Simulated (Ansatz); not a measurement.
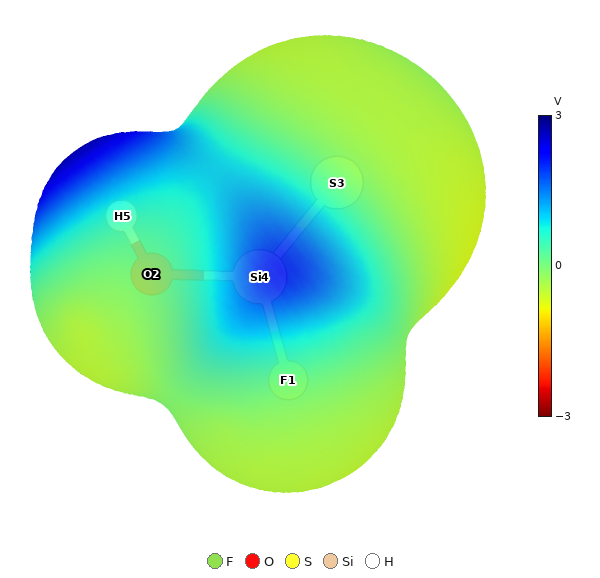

Figure. FHOSSi (SMILES O[Si](F)=S). The molecular electrostatic potential painted on the density surface at 0.001 e/bohr³, seen at a tilt; red is negative and blue positive.

Geometry: r2SCAN-D4/def2-SVP.

The calculation used Ansatz 0.2.0, isolated molecule in a Gaussian basis; Kohn-Sham density functional theory, functional PBE0.

```xyz
5

F     2.9304    2.9334    1.9197
O     0.5142    2.5392    2.5133
S     0.9899    3.8387   -0.4222
Si    1.4582    3.1150    1.3085
H    -0.4360    2.5639    2.3330
```

Q: Which sites attract a positive test charge, and which a negative one?

A: A positive charge is drawn to the negative regions and a negative charge to the positive ones. The most negative region (about −0.7 V, or −16 kcal/mol for a unit charge) lies over S3, the most positive (about +2.7 V, or +62 kcal/mol for a unit charge) over H5.

Q: What dipole moment does the calculation give?

A: Its dipole moment is 2.29 D.
